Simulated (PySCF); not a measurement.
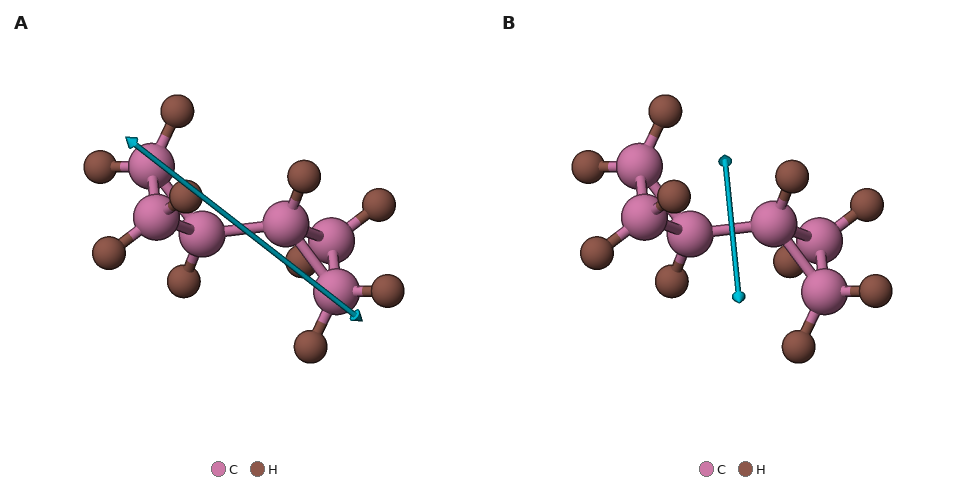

The double arrows show the directions of two transition dipoles from the ground state (lengths mean nothing). The computed structure is the end point of a GFN2-xTB optimisation. No frequency run is at hand to confirm it as a minimum. Level of theory: TDDFT CAM-B3LYP/def2-SVPD, vertical, gas phase, core orbitals frozen in the response (PySCF 2.14.0).

One belongs to singlet state 3 and one to singlet state 4. Which is which?

A: state 3, 7.77 eV (160 nm), oscillator strength 0.046, mainly HOMO → LUMO+2 (weight 0.96).
B: state 4, 7.82 eV (159 nm), oscillator strength 0.026, mainly HOMO → LUMO+3 (weight 0.81).
